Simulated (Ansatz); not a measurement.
# C4H7FO: molecular dynamics, part 2 of 2

The plan is to follow the molecule's vibrations and see whether its bonds hold. The start is relaxed first. Runs: 191 steps of 1 fs under a Langevin thermostat at 300 K; 360 steps of 0.5 fs under a Nosé-Hoover thermostat, set from 400 K to 100 K by a schedule. SMILES of the start: CCC(O)=CF.

Ansatz 0.2.0; RKS PBE0-D4/STO-3G. Earlier steps stand in the parts before.

**7. Run 2**

360 steps of 0.5 fs under a Nosé-Hoover thermostat, set from 400 K to 100 K by a schedule, starting from the last frame of an earlier run, with new velocities.

Contents of input.yaml:

```yaml
crystal:
  periodic: [false, false, false]
  atoms:
    - { symbol: C, position_ang: [-1.02869, -1.059623, 1.398264] }
    - { symbol: C, position_ang: [0.258338, -0.373943, 0.829945] }
    - { symbol: C, position_ang: [0.028919, 0.753437, -0.213585] }
    - { symbol: O, position_ang: [-0.863792, 0.425988, -1.226531] }
    - { symbol: C, position_ang: [0.803538, 1.896123, -0.249096] }
    - { symbol: F, position_ang: [0.585293, 2.79009, -1.29242] }
    - { symbol: H, position_ang: [-0.741185, -1.858782, 2.078738] }
    - { symbol: H, position_ang: [-1.636461, -1.324513, 0.534174] }
    - { symbol: H, position_ang: [-1.546433, -0.321801, 1.993353] }
    - { symbol: H, position_ang: [0.806322, 0.054317, 1.682863] }
    - { symbol: H, position_ang: [0.937393, -1.135772, 0.337615] }
    - { symbol: H, position_ang: [-0.660756, 1.302546, -1.840116] }
    - { symbol: H, position_ang: [1.555773, 2.095948, 0.484788] }
basis:
  gaussian: { orbitals: STO-3G }
hamiltonian:
  xc: pbe0
  dispersion: d4
md:
  timestep: 0.5
  n_steps: 360
  ensemble: nvt_nose_hoover
  temperature: 400.0
  initial_velocities: maxwell_boltzmann
  seed: 273961
  temperature_schedule:
    - { n_steps: 90, end_temperature: 400.0 }
    - { n_steps: 270, end_temperature: 100.0 }
scf:
  lower_state_search: "off"
```

Command:

```
$ ansatz run input.yaml --threads 1 --pin off --max-ram 2048MiB --backend cpu --events-out ev --progress --plain --runs-dir out
```

The log of the run, cut to the lines that bear on the results:

```text
Warning: RAYON_NUM_THREADS=1 ignored (pool sized by the plan → 1); use --threads N
[...]
Functional definition: PBE0
[...]
573 factors; integrals over basis functions are off by at most 1.5e-5 eV
[...]
mean field -8896.95464660 eV, -326.9570526899 hartree, gradient 6.1e-6 eV, S^2 0.000000; 0 other end points of the search recorded, 0 dependent functions left out
[...]
reference -8896.95466479 eV, -326.9570533584 hartree; 24, 24 occupied and 13, 13 virtual orbitals, 573 factors
md step     0: t =     0.00 fs  T =   400.0 K (target 400.0 K)  F+E_penalty+E_count = -8897.14585612 eV  E_kin = 0.568744 eV  conserved = -8896.57711213 eV  (14 SCF iters)
[...]
md step    16: t =     8.00 fs  T =   295.5 K (target 400.0 K)  F+E_penalty+E_count = -8896.99509064 eV  E_kin = 0.420091 eV  conserved = -8896.57515463 eV  (21 SCF iters, 3 dispersion substeps)
[...]
md step    32: t =    16.00 fs  T =   339.6 K (target 400.0 K)  F+E_penalty+E_count = -8897.05966816 eV  E_kin = 0.482896 eV  conserved = -8896.57805383 eV  (19 SCF iters, 3 dispersion substeps)
[...]
md step    48: t =    24.00 fs  T =   350.8 K (target 400.0 K)  F+E_penalty+E_count = -8897.07270573 eV  E_kin = 0.498741 eV  conserved = -8896.57744981 eV  (19 SCF iters, 3 dispersion substeps)
[...]
md step    62: t =    31.00 fs  T =   343.6 K (target 400.0 K)  F+E_penalty+E_count = -8897.05779104 eV  E_kin = 0.488573 eV  conserved = -8896.57606243 eV  (19 SCF iters, 3 dispersion substeps)
md step    63: t =    31.50 fs  T =   317.3 K (target 400.0 K)  F+E_penalty+E_count = -8897.01886244 eV  E_kin = 0.451212 eV  conserved = -8896.57475207 eV  (19 SCF iters, 3 dispersion substeps)
```

**8. More of the same log: dynamics from the last frame of an earlier run**

Output, continued, cut to the lines that bear on the results:

```text
md step    64: t =    32.00 fs  T =   307.6 K (target 400.0 K)  F+E_penalty+E_count = -8897.00414093 eV  E_kin = 0.437302 eV  conserved = -8896.57418874 eV  (19 SCF iters, 3 dispersion substeps)
[...]
md step    85: t =    42.50 fs  T =   282.3 K (target 400.0 K)  F+E_penalty+E_count = -8896.96427629 eV  E_kin = 0.401415 eV  conserved = -8896.57625286 eV  (21 SCF iters, 3 dispersion substeps)
[...]
md step   106: t =    53.00 fs  T =   407.6 K (target 382.8 K)  F+E_penalty+E_count = -8897.13317345 eV  E_kin = 0.579503 eV  conserved = -8896.57692271 eV  (20 SCF iters, 3 dispersion substeps)
[...]
md step   127: t =    63.50 fs  T =   274.7 K (target 359.4 K)  F+E_penalty+E_count = -8896.93142894 eV  E_kin = 0.390634 eV  conserved = -8896.57561553 eV  (19 SCF iters, 3 dispersion substeps)
[...]
md step   148: t =    74.00 fs  T =   256.0 K (target 336.1 K)  F+E_penalty+E_count = -8896.89272471 eV  E_kin = 0.364020 eV  conserved = -8896.57483516 eV  (20 SCF iters, 3 dispersion substeps)
md step   149: t =    74.50 fs  T =   271.4 K (target 335.0 K)  F+E_penalty+E_count = -8896.91405441 eV  E_kin = 0.385956 eV  conserved = -8896.57466316 eV  (20 SCF iters, 3 dispersion substeps)
```

**9. More of the same log: dynamics from the last frame of an earlier run**

The log, continued, cut to the lines that bear on the results:

```text
md step   150: t =    75.00 fs  T =   301.1 K (target 333.9 K)  F+E_penalty+E_count = -8896.95591367 eV  E_kin = 0.428091 eV  conserved = -8896.57486368 eV  (20 SCF iters, 3 dispersion substeps)
[...]
md step   167: t =    83.50 fs  T =   258.6 K (target 315.0 K)  F+E_penalty+E_count = -8896.88581595 eV  E_kin = 0.367639 eV  conserved = -8896.57521349 eV  (21 SCF iters, 3 dispersion substeps)
[...]
md step   184: t =    92.00 fs  T =   256.8 K (target 296.1 K)  F+E_penalty+E_count = -8896.87277166 eV  E_kin = 0.365111 eV  conserved = -8896.57476764 eV  (19 SCF iters, 3 dispersion substeps)
[...]
md step   201: t =   100.50 fs  T =   294.2 K (target 277.2 K)  F+E_penalty+E_count = -8896.91790567 eV  E_kin = 0.418369 eV  conserved = -8896.57467524 eV  (20 SCF iters, 3 dispersion substeps)
[...]
Atom 5 at     0.544291     2.668777    -1.307780 Å, force    -0.023701     0.617630    -0.352417 eV/Å
Atom 6 at    -0.777330    -1.935946     2.035922 Å, force     0.380141     0.996467    -0.982113 eV/Å
Atom 7 at    -1.536544    -1.498728     0.503609 Å, force    -0.152507     0.388510    -0.133450 eV/Å
Atom 8 at    -1.684050    -0.454760     1.994812 Å, force     0.476360     0.133200    -1.059927 eV/Å
Atom 9 at     0.829784     0.188614     1.749252 Å, force    -0.938111    -0.794697    -1.292820 eV/Å
Atom 10 at     0.995359    -1.068648     0.433030 Å, force    -0.612816     0.433262     0.513059 eV/Å
Atom 11 at    -0.682318     1.396909    -1.761990 Å, force     0.709168     2.052586    -0.882517 eV/Å
Atom 12 at     1.609686     2.107928     0.419248 Å, force     1.163217     0.622374     1.190428 eV/Å
Dipole moment:     0.125786     0.022675     0.103924 e Å
Checks for a lower state left out: stability, starts, cluster_reference, orbital_swaps, neighbouring_geometries, increment
```

It took 25 min on 1 thread of AMD EPYC (Zen 3), shared host; peak memory 0.1 GiB.

**10. The trajectory**

The trajectory, every 14 steps (energies from step 0):

```
time (fs)  T (K)  potential energy change (meV/atom)  conserved energy change (meV/atom)
      0.0    400                                 0.0                                0.00
      7.0    317                                 9.1                                0.04
     14.0    300                                11.2                                0.15
     21.0    321                                 8.9                               -0.01
     28.0    295                                12.0                                0.15
     35.0    359                                 5.2                               -0.02
     42.0    254                                17.1                                0.14
     49.0    379                                 3.7                               -0.01
     56.0    409                                 1.3                                0.15
     63.0    282                                15.6                                0.11
     70.0    368                                 6.9                                0.11
     77.0    447                                -1.4                               -0.02
     84.0    272                                18.6                                0.16
     91.0    314                                14.7                                0.17
     98.0    422                                 3.2                               -0.02
    105.0    349                                11.7                                0.04
    112.0    323                                15.1                                0.09
    119.0    314                                16.3                                0.13
    126.0    369                                10.5                                0.07
    133.0    343                                13.4                                0.18
    140.0    411                                 5.4                               -0.04
    147.0    324                                14.4                                0.23
    154.0    387                                 5.8                               -0.06
    161.0    286                                15.1                                0.27
    168.0    425                                -3.0                               -0.09
    175.0    321                                 4.9                                0.10
    180.0    279                                 6.5                                0.13
```

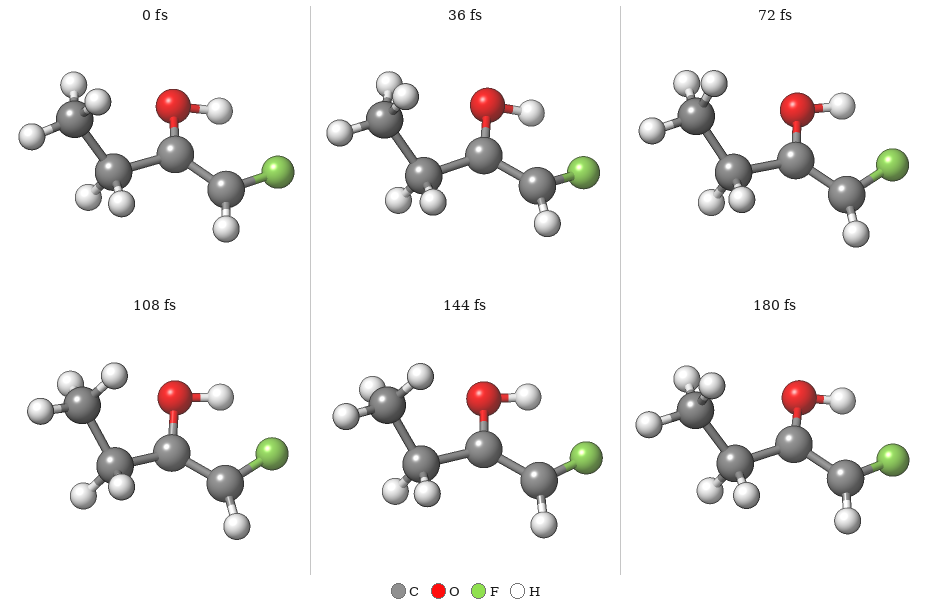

The system at six times, viewed from a chosen angle. Sticks join atoms within a bonding distance in each frame.

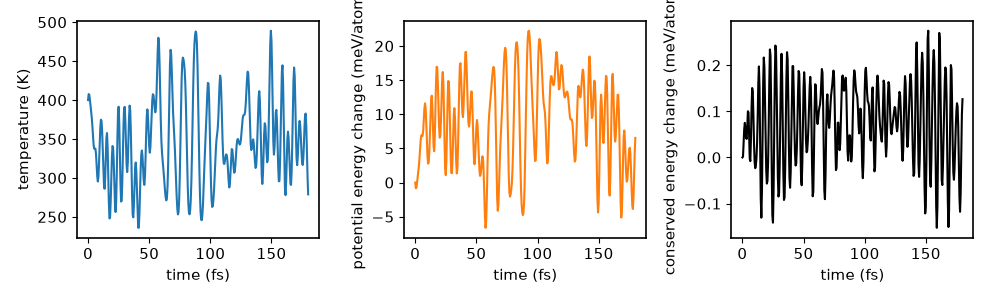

Time series of the run, each on its own scale.

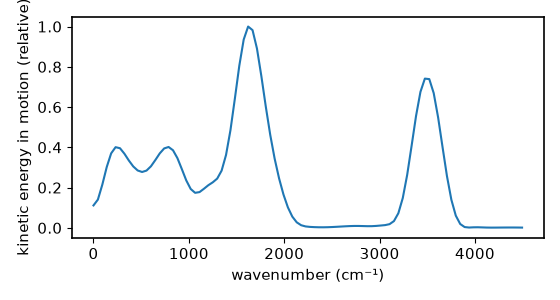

Power spectrum of the mass-weighted velocities; a run of 180 fs resolves no finer than about 370 cm⁻¹.

Maxima of the velocity power spectrum (cm⁻¹, relative height; resolution about 370 cm⁻¹): 230 (40), 790 (40), 1620 (100), 3470 (74).

**11. Snapshots as a file**

Extended XYZ, with forces in eV/Å:

```xyz
13
time_fs=22.5 T=256 dE=0.2104
C    -0.986   -1.048    1.312    0.673   -1.071    1.705
C     0.267   -0.309    0.843    2.008   -1.830   -0.371
C     0.004    0.767   -0.176    2.012    1.213    1.606
O    -0.872    0.490   -1.198   -0.744   -2.384    0.448
C     0.744    1.919   -0.197    0.172   -1.282    1.680
F     0.615    2.667   -1.336    0.017    0.886    0.017
H    -0.645   -1.967    1.888   -0.616    1.090   -0.696
H    -1.512   -1.387    0.413   -0.681    0.191    0.288
H    -1.562   -0.408    2.025   -0.104   -0.563   -0.949
H     0.894    0.042    1.703   -0.638    0.164   -0.676
H     0.934   -1.086    0.305   -0.992    1.084    0.850
H    -0.860    1.383   -1.586   -0.219    2.462   -1.967
H     1.414    2.191    0.701   -0.888    0.041   -1.935
13
time_fs=45.0 T=313 dE=0.1404
C    -1.022   -1.087    1.276    0.008   -0.837   -1.465
C     0.315   -0.386    0.903   -1.019    1.736    0.056
C     0.071    0.782   -0.147   -0.170   -1.650    1.270
O    -0.897    0.551   -1.158    1.942    1.445   -1.232
C     0.735    1.957   -0.199   -0.048   -0.711   -0.747
F     0.581    2.664   -1.384   -0.347    0.112    0.176
H    -0.824   -2.000    1.844    0.199    0.048    0.519
H    -1.559   -1.490    0.339    0.527    1.443    1.554
H    -1.586   -0.374    1.903   -0.505   -0.480   -0.529
H     0.788    0.003    1.831   -0.380    0.311   -0.397
H     1.049   -1.086    0.533    0.376   -0.692   -0.874
H    -0.484    1.310   -1.821   -1.372   -1.223    1.118
H     1.520    2.245    0.474    0.789    0.498    0.550
13
time_fs=67.5 T=464 dE=-0.0537
C    -1.071   -1.090    1.230    1.367   -0.067    0.960
C     0.244   -0.325    0.904   -0.224    0.031   -0.675
C     0.127    0.811   -0.116   -0.424   -2.540    0.639
O    -0.800    0.538   -1.118   -0.623    0.313    0.019
C     0.896    1.886   -0.290   -0.186    0.833    0.227
F     0.461    2.653   -1.348   -0.027    0.649   -0.846
H    -0.806   -1.964    1.841   -0.040    0.415    0.654
H    -1.482   -1.563    0.374   -0.739   -0.047   -1.778
H    -1.830   -0.475    1.717   -0.052    0.107    0.170
H     0.727    0.070    1.779    0.133    0.427    1.226
H     0.965   -1.044    0.515    0.206   -0.498   -0.365
H    -0.754    1.464   -1.552    0.036    0.255   -0.725
H     1.627    2.337    0.364    0.573    0.121    0.494
13
time_fs=90.0 T=405 dE=0.0588
C    -1.069   -1.023    1.171   -1.555   -0.465   -1.303
C     0.295   -0.356    0.978    1.414    0.147   -0.212
C     0.197    0.686   -0.142    0.815    2.123   -0.706
O    -0.809    0.576   -1.096   -1.408   -1.233   -0.472
C     0.881    1.867   -0.303    2.027    0.276    1.356
F     0.398    2.673   -1.330    0.045   -0.235   -0.195
H    -1.076   -1.846    1.874    0.266   -0.162    0.844
H    -1.439   -1.479    0.229    0.711    0.178    0.073
H    -1.890   -0.323    1.394    0.549    0.180    0.560
H     0.631    0.225    1.877   -0.301   -0.731   -0.366
H     1.107   -1.132    0.751   -1.151    0.968    0.251
H    -0.678    1.426   -1.678    0.578   -0.072    0.800
H     1.846    2.279    0.192   -1.990   -0.974   -0.630
13
time_fs=112.5 T=328 dE=0.1888
C    -1.037   -0.957    1.104   -3.799   -1.774   -0.063
C     0.313   -0.329    0.929    1.266    0.821    0.984
C     0.216    0.695   -0.170    0.129    1.871   -0.465
O    -0.869    0.504   -1.056    0.271    0.407   -0.826
C     0.915    1.871   -0.257   -2.947   -1.401   -2.151
F     0.410    2.647   -1.304    0.422    0.297    0.006
H    -1.139   -1.647    1.976    0.504    0.428   -0.569
H    -1.454   -1.503    0.203    1.393    0.231    0.814
H    -1.855   -0.216    1.217    0.768    0.260    0.465
H     0.603    0.246    1.871   -0.108   -1.079   -1.061
H     1.087   -1.087    0.688   -0.128    0.157    0.306
H    -0.842    1.357   -1.682    0.722   -0.712    1.317
H     1.589    2.350    0.397    1.505    0.494    1.244
13
time_fs=135.0 T=350 dE=0.1621
C    -1.053   -1.003    1.156   -1.584    0.403    2.791
C     0.310   -0.368    0.934   -1.107    0.801   -2.291
C     0.152    0.757   -0.106   -1.556   -2.200   -0.403
O    -0.836    0.464   -1.086   -0.047   -0.759    1.288
C     0.836    1.871   -0.258    1.529    3.353   -1.833
F     0.468    2.730   -1.347    0.229   -1.541    1.429
H    -1.107   -1.607    2.078    0.544   -0.218   -0.365
H    -1.398   -1.585    0.349    0.048   -1.437   -1.713
H    -1.901   -0.320    1.297    0.522    0.844    0.023
H     0.769    0.015    1.816    0.640    0.330    1.266
H     0.921   -1.112    0.445    0.955   -0.731    0.112
H    -0.768    1.297   -1.640    0.223    1.153   -0.772
H     1.794    2.159    0.202   -0.396    0.001    0.469
13
time_fs=157.5 T=358 dE=0.1086
C    -1.065   -1.092    1.287    0.001    0.584   -1.495
C     0.274   -0.371    0.882   -0.575    0.189   -0.330
C     0.149    0.747   -0.177   -1.055   -0.589    0.313
O    -0.841    0.504   -1.142    0.190    1.005   -1.537
C     0.828    1.906   -0.247    0.672    2.281    0.465
F     0.521    2.734   -1.358    0.155   -0.986    1.124
H    -0.919   -1.716    2.121    1.088   -1.813    1.396
H    -1.587   -1.688    0.511    0.732    0.422   -0.023
H    -1.800   -0.436    1.705   -0.721    1.538   -0.194
H     0.704    0.098    1.781    0.154   -0.229    0.051
H     0.997   -1.103    0.473   -0.140   -0.079    0.353
H    -0.743    1.369   -1.766    0.107   -1.270    1.339
H     1.437    2.408    0.586   -0.608   -1.054   -1.464
13
time_fs=180.0 T=279 dE=0.0849
C    -0.995   -1.057    1.350   -0.490   -1.465    2.097
C     0.278   -0.319    0.879    0.890   -0.512    0.721
C     0.018    0.731   -0.181    1.920    2.642   -0.046
O    -0.823    0.545   -1.285   -0.899   -2.592    1.513
C     0.768    1.902   -0.189   -2.422   -2.522   -1.286
F     0.544    2.669   -1.308   -0.024    0.618   -0.352
H    -0.777   -1.936    2.036    0.380    0.997   -0.982
H    -1.536   -1.499    0.504   -0.152    0.389   -0.134
H    -1.684   -0.455    1.995    0.476    0.133   -1.060
H     0.830    0.189    1.749   -0.938   -0.795   -1.293
H     0.995   -1.069    0.433   -0.613    0.433    0.513
H    -0.682    1.397   -1.762    0.709    2.053   -0.882
H     1.610    2.108    0.419    1.163    0.622    1.190
```

Reading of run 2. Under a schedule from 400 to 100 K over 180 fs, the atoms average 348 K over the last tenth of the run. Such a rate, of order 10^15 K/s, is far beyond any furnace or quench, and the atoms lag the set-point. The conserved energy strays from its start by at most 0.27 meV/atom, 0.7 % of the mean kinetic energy, so a step of 0.5 fs is short enough over this time. No bond forms or breaks.

**12. What came out**

The summary covers parts 1 to 2.

| quantity | value |
| --- | --- |
| relaxation of the start | 9 moves, 0.795 eV lower |
| run 1: length | 191 steps of 1 fs |
| run 1: temperature, first and last step | 277 and 376 K |
| run 1: temperature, second half | mean 283 K, from 203 to 405 K |
| run 1: potential energy, second half | +28 meV/atom from this run's first step |
| run 1: bonds formed or broken | 0 |
| run 2: length | 360 steps of 0.5 fs |
| run 2: temperature, first and last step | 400 and 279 K |
| run 2: temperature, second half | mean 349 K, from 246 to 489 K |
| run 2: potential energy, second half | +10 meV/atom from this run's first step |
| run 2: largest change of the conserved energy | 0.27 meV/atom |
| run 2: bonds formed or broken | 0 |

**Reading.** Mean temperatures of the second halves: 283 K, 349 K. No bond formed or broke in any run. A run of 180 fs with 13 atoms shows the motion but fixes no equilibrium value. The nuclei move classically, without zero-point motion, which matters most for hydrogen. The basis is very small, so the numbers are rough.
